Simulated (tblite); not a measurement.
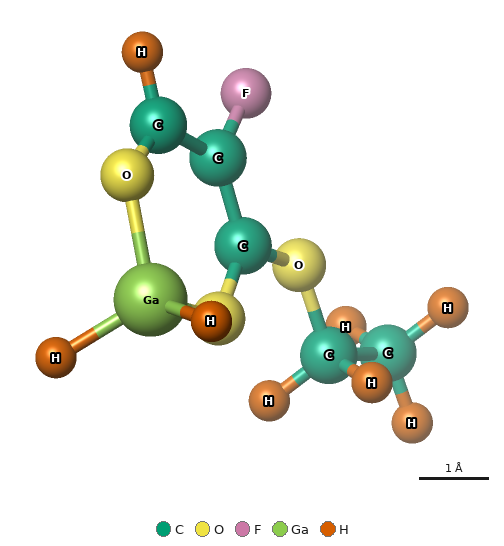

The starting structure (ball-and-stick view, seen at a tilt). Sticks mark near contacts. Bond lengths as drawn: C–C 1.35 to 1.53 Å, C–F 1.35 Å, C–H 1.09 to 1.12 Å, C–O 1.26 to 1.41 Å, Ga–H 1.61 Å and Ga–O 1.82 to 1.84 Å.

# C₅H₈FGaO₃: geometry relaxation

- system: C₅H₈FGaO₃, SMILES CCOC1=C(F)C=[O+][GaH2-][O]1
- method: GFN2-xTB geometry optimisation, gas phase (tblite 0.8.0)

It belongs to a series of runs on one base structure; here: H on C replaced by OC2H5.

### What the program printed
```
step      E/eV     max force
  0    -896.25971    5.507
  1    -897.00698    1.830
  2    -897.13420    1.209
  3    -897.18879    0.542
  4    -897.21667    0.458
  5    -897.23496    0.432
  6    -897.25477    0.277
  7    -897.26600    0.282
  8    -897.27560    0.201
  9    -897.28195    0.210
 10    -897.28613    0.136
 11    -897.28922    0.148
 12    -897.29311    0.156
 13    -897.29776    0.181
 14    -897.30168    0.173
 15    -897.30427    0.150
 16    -897.30632    0.125
 17    -897.30801    0.104
 18    -897.30914    0.102
 19    -897.30986    0.077
 20    -897.31049    0.069
 21    -897.31124    0.092
 22    -897.31209    0.105
 23    -897.31287    0.083
 24    -897.31354    0.069
 25    -897.31411    0.079
 26    -897.31455    0.059
 27    -897.31481    0.037
 28    -897.31497    0.028
 29    -897.31511    0.033
 30    -897.31528    0.042
 31    -897.31550    0.045
 32    -897.31574    0.034
 33    -897.31598    0.038
 34    -897.31625    0.046
 35    -897.31659    0.049
 36    -897.31701    0.056
 37    -897.31745    0.061
 38    -897.31779    0.041
 39    -897.31800    0.029
 40    -897.31812    0.032
 41    -897.31821    0.028
 42    -897.31831    0.025
 43    -897.31842    0.025
 44    -897.31854    0.031
 45    -897.31864    0.028
 46    -897.31870    0.016
 47    -897.31872    0.010
```

### Trajectory as extended XYZ (Å, eV, eV/Å), 6 of the 48 frames kept, from step=0 to step=47
```
18
Properties=species:S:1:pos:R:3:forces:R:3 step=0 energy=-896.25971
C     3.3119   -0.5841    0.0281   -0.1260   0.4600   0.2150
C     1.8214   -0.8262   -0.2395    0.1070  -0.7870   0.2140
O     1.0832    0.3098    0.1614   -2.9940   0.4930  -0.2280
C    -0.3177    0.3801    0.0267    1.7860  -4.9600  -1.5920
C    -0.9429    1.4995    0.4364   -3.3060   1.8380   0.2260
F    -0.1858    2.5107    0.9194   -0.2300   0.0340  -0.0120
C    -2.4083    1.7511    0.3562    2.5590  -0.9120   0.0970
O    -3.2626    0.9190   -0.0476    0.5220   0.8870   0.3150
Ga   -2.8145   -0.7710   -0.6266   -1.0110  -1.9300  -0.7750
O    -0.9990   -0.7351   -0.4871    2.6160   3.6770   1.6400
H     3.4685   -0.3877    1.1076   -0.0370  -0.0640  -0.6940
H     3.6447    0.2926   -0.5569   -0.0550  -0.4880   0.3840
H     3.8877   -1.4712   -0.2628   -0.2400   0.3510   0.0680
H     1.4990   -1.7154    0.3547   -0.0440   0.4200  -0.4150
H     1.6687   -1.0237   -1.3101   -0.1510  -0.0310   0.1440
H    -2.7656    2.7176    0.6998    0.1170   0.2730   0.0920
H    -3.4269   -1.8712    0.3738    0.2470   0.4760  -0.1980
H    -3.2706   -0.9886   -2.1585    0.2390   0.2630   0.5220
18
Properties=species:S:1:pos:R:3:forces:R:3 step=9 energy=-897.28195
C     3.2588   -0.5570    0.0351   -0.0180  -0.0290  -0.0160
C     1.7838   -0.8227   -0.2327   -0.0110  -0.0420  -0.0290
O     1.0116    0.3227    0.1569    0.0540  -0.0870  -0.0490
C    -0.2952    0.3212    0.0175   -0.0040   0.1900   0.0900
C    -0.9546    1.5170    0.4322    0.0460   0.0090   0.0070
F    -0.1881    2.5296    0.9218    0.0390  -0.1390  -0.0590
C    -2.3039    1.7257    0.3660    0.0400   0.0270   0.0000
O    -3.1681    0.8815   -0.0635    0.0220   0.1530   0.0620
Ga   -2.9103   -0.8814   -0.6706    0.1280  -0.0470  -0.0130
O    -0.9215   -0.6685   -0.4536    0.0360  -0.0330   0.0040
H     3.4449   -0.3676    1.0886   -0.1130   0.0220   0.0030
H     3.6238    0.2921   -0.5363   -0.1290   0.0350  -0.0040
H     3.8266   -1.4346   -0.2616   -0.0100  -0.0270   0.0000
H     1.4414   -1.6975    0.3332   -0.0510   0.0530   0.0210
H     1.6183   -1.0259   -1.2980   -0.0600   0.0620   0.0250
H    -2.6647    2.7046    0.7082   -0.0620  -0.1090  -0.0400
H    -3.3887   -1.8711    0.4059    0.0430  -0.0160  -0.0340
H    -3.2228   -0.9618   -2.1740    0.0520  -0.0220   0.0320
18
Properties=species:S:1:pos:R:3:forces:R:3 step=19 energy=-897.30986
C     3.2172   -0.5623    0.0288    0.0020  -0.0020  -0.0030
C     1.7497   -0.8327   -0.2411   -0.0050  -0.0100  -0.0020
O     1.0203    0.3313    0.1556    0.0220   0.0040  -0.0080
C    -0.2838    0.3350    0.0255    0.0110  -0.0130   0.0150
C    -0.9342    1.5284    0.4366    0.0210  -0.0010  -0.0020
F    -0.1359    2.5165    0.9155   -0.0460   0.0380   0.0060
C    -2.2837    1.7345    0.3711    0.0230   0.0100   0.0010
O    -3.1329    0.8797   -0.0621   -0.0280   0.0630   0.0340
Ga   -2.8426   -0.8932   -0.6675   -0.0200  -0.0230  -0.0130
O    -0.8930   -0.6711   -0.4378   -0.0540   0.0220   0.0000
H     3.3694   -0.3596    1.0849    0.0070   0.0000   0.0040
H     3.5447    0.3026   -0.5406    0.0160   0.0050  -0.0010
H     3.8104   -1.4249   -0.2581   -0.0070  -0.0120  -0.0070
H     1.3861   -1.6921    0.3330   -0.0140  -0.0190  -0.0060
H     1.5637   -1.0215   -1.3044   -0.0100  -0.0190  -0.0040
H    -2.6669    2.7027    0.7107   -0.0210  -0.0210  -0.0110
H    -3.3372   -1.8909    0.3928    0.0450  -0.0120  -0.0030
H    -3.1602   -0.9760   -2.1679    0.0570  -0.0100   0.0010
18
Properties=species:S:1:pos:R:3:forces:R:3 step=28 energy=-897.31497
C     3.2073   -0.5710    0.0239    0.0010  -0.0020   0.0000
C     1.7393   -0.8429   -0.2465   -0.0050   0.0240   0.0110
O     1.0211    0.3296    0.1514    0.0000   0.0280   0.0050
C    -0.2836    0.3475    0.0322    0.0030  -0.0190   0.0000
C    -0.9350    1.5411    0.4412    0.0030  -0.0110  -0.0080
F    -0.1486    2.5401    0.9173   -0.0170   0.0080  -0.0040
C    -2.2865    1.7409    0.3752    0.0110   0.0060   0.0040
O    -3.1418    0.8884   -0.0500    0.0080   0.0030   0.0080
Ga   -2.8353   -0.8897   -0.6650    0.0100  -0.0100  -0.0030
O    -0.9041   -0.6537   -0.4264   -0.0010  -0.0100  -0.0060
H     3.3568   -0.3647    1.0800    0.0050  -0.0220   0.0040
H     3.5337    0.2969   -0.5421    0.0030  -0.0130  -0.0180
H     3.8055   -1.4305   -0.2617   -0.0150  -0.0140  -0.0060
H     1.3707   -1.7006    0.3281    0.0010   0.0120   0.0050
H     1.5494   -1.0356   -1.3089   -0.0010   0.0140   0.0070
H    -2.6695    2.7099    0.7112   -0.0160   0.0040   0.0020
H    -3.2895   -1.9106    0.3889    0.0000  -0.0030  -0.0010
H    -3.0988   -0.9890   -2.1737    0.0090   0.0030   0.0000
18
Properties=species:S:1:pos:R:3:forces:R:3 step=38 energy=-897.31779
C     3.2050   -0.5877    0.0174   -0.0030  -0.0190  -0.0080
C     1.7290   -0.8242   -0.2388   -0.0060   0.0230   0.0090
O     1.0230    0.3554    0.1581    0.0130   0.0380   0.0080
C    -0.2822    0.3648    0.0382    0.0210  -0.0160   0.0140
C    -0.9449    1.5540    0.4401    0.0060  -0.0120  -0.0130
F    -0.1673    2.5639    0.9074   -0.0140   0.0120  -0.0010
C    -2.2987    1.7401    0.3777    0.0150  -0.0020   0.0070
O    -3.1479    0.8768   -0.0369    0.0180  -0.0180  -0.0090
Ga   -2.8136   -0.8971   -0.6639    0.0060   0.0000  -0.0020
O    -0.8910   -0.6467   -0.4146   -0.0240   0.0290   0.0100
H     3.3770   -0.3949    1.0730   -0.0060   0.0040  -0.0210
H     3.5524    0.2684   -0.5548   -0.0100  -0.0100   0.0160
H     3.7666   -1.4674   -0.2809    0.0220  -0.0070   0.0020
H     1.3491   -1.6735    0.3411    0.0080  -0.0070  -0.0190
H     1.5301   -1.0123   -1.3004   -0.0020  -0.0190   0.0100
H    -2.6889    2.7072    0.7101   -0.0210   0.0090   0.0040
H    -3.2625   -1.9294    0.3797   -0.0100  -0.0060  -0.0010
H    -3.0440   -0.9913   -2.1776   -0.0130   0.0000  -0.0070
18
Properties=species:S:1:pos:R:3:forces:R:3 step=47 energy=-897.31872
C     3.2057   -0.5975    0.0134   -0.0080   0.0020   0.0000
C     1.7264   -0.8189   -0.2369   -0.0030   0.0000   0.0010
O     1.0292    0.3668    0.1610    0.0030   0.0010  -0.0010
C    -0.2770    0.3765    0.0447    0.0070  -0.0060   0.0020
C    -0.9452    1.5641    0.4414    0.0020  -0.0050  -0.0050
F    -0.1775    2.5829    0.9053   -0.0030   0.0030   0.0000
C    -2.3011    1.7382    0.3788    0.0020  -0.0020   0.0000
O    -3.1419    0.8669   -0.0355   -0.0010  -0.0040  -0.0010
Ga   -2.8048   -0.9028   -0.6659    0.0050   0.0040   0.0020
O    -0.8864   -0.6370   -0.4033   -0.0040   0.0040   0.0030
H     3.3820   -0.4054    1.0680    0.0000   0.0000  -0.0050
H     3.5573    0.2569   -0.5580    0.0010  -0.0050   0.0010
H     3.7616   -1.4811   -0.2861   -0.0070   0.0070   0.0010
H     1.3418   -1.6662    0.3425    0.0020  -0.0010   0.0040
H     1.5204   -1.0090   -1.2967    0.0060   0.0000  -0.0010
H    -2.7033    2.7015    0.7092    0.0020   0.0060   0.0030
H    -3.2601   -1.9374    0.3734   -0.0010  -0.0030  -0.0040
H    -3.0359   -0.9921   -2.1805   -0.0030  -0.0010   0.0000
```

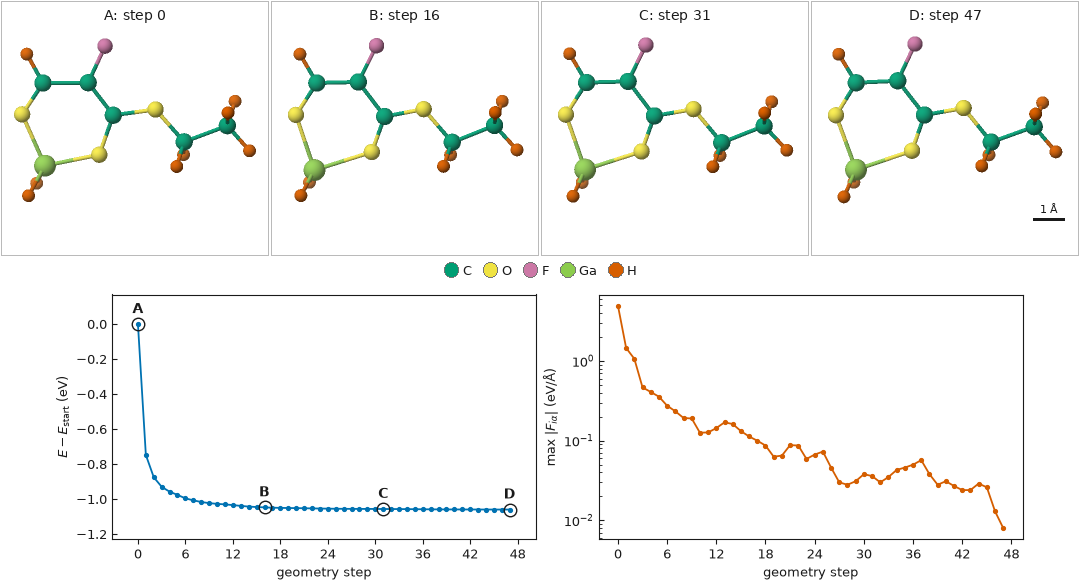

Frames of the relaxation (ball-and-stick view, seen at a tilt) above the curves, on which the letters mark them (steps are counted from 0).

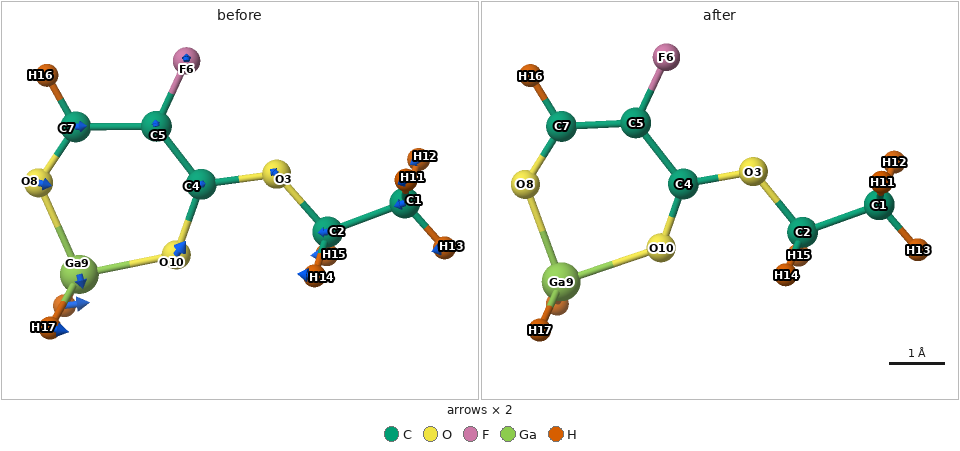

Before (left) and after (right) the relaxation, at one scale (ball-and-stick view, seen at a tilt). The blue arrows give the displacements, magnified 2 times. The energy falls by 1.059 eV in 47 geometry steps. The largest force component goes from 5 to 0.008 eV/Å. H18 moves most after the best rigid fit: 0.24 Å. By element the largest moves are H 0.24 Å, O 0.17 Å, Ga 0.14 Å, C 0.11 Å, F 0.07 Å. Distances before and after: C4–O10 1.404 → 1.265 Å, Ga9–O10 1.821 → 1.954 Å, C5–C7 1.489 → 1.368 Å, O3–C4 1.409 → 1.311 Å. Among the angles that change: H17–Ga9–H18 113.0° → 125.7°, O8–Ga9–O10 101.6° → 90.2°, C4–O10–Ga9 121.8° → 129.0°. (Atoms are counted from 1 in the order of the input.)

The run was set up as follows.

### The input
```
{"job": {"kind": "relax", "xc": "GFN2-xTB", "basis": "xTB"}, "charge": 0, "multiplicity": 1}
C      3.311900    -0.584100     0.028100
C      1.821400    -0.826200    -0.239500
O      1.083200     0.309800     0.161400
C     -0.317700     0.380100     0.026700
C     -0.942900     1.499500     0.436400
F     -0.185800     2.510700     0.919400
C     -2.408300     1.751100     0.356200
O     -3.262600     0.919000    -0.047600
Ga    -2.814500    -0.771000    -0.626600
O     -0.999000    -0.735100    -0.487100
H      3.468500    -0.387700     1.107600
H      3.644700     0.292600    -0.556900
H      3.887700    -1.471200    -0.262800
H      1.499000    -1.715400     0.354700
H      1.668700    -1.023700    -1.310100
H     -2.765600     2.717600     0.699800
H     -3.426900    -1.871200     0.373800
H     -3.270600    -0.988600    -2.158500
```

The first line tells a small driver script what to run in tblite; the rest is the geometry in Å.

Launched with:
```bash
OMP_NUM_THREADS=1 python <driver script> task.json out
```

### Key numbers

- outcome: converged
- total energy: −897.3187 eV
- hardware: 1 CPU thread, shared host
- peak memory: 0.18 GiB
